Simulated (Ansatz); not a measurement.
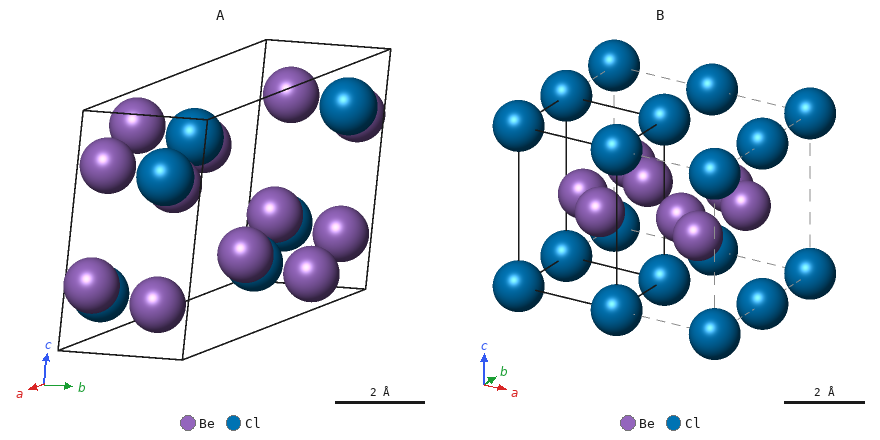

Two structures of Be2Cl, each relaxed to rest (conventional cells in solid outline, small ones repeated, not to one scale). Method: DFT PBE, scalar-relativistic, plane waves, PAW in Ansatz, without spin polarisation.

> Characterise the two forms.

A: 12 atoms a cell on a base-centred monoclinic lattice, C2/c. B: AlB₂ type, P6/mmm.

> Compare their energies: which is lower?

A is lower, by 968 meV/atom at this level of theory (energies at zero smearing). Volumes: A 13.8, B 16.9 Å³/atom.

One or both may be structure types tried for this composition rather than known phases.
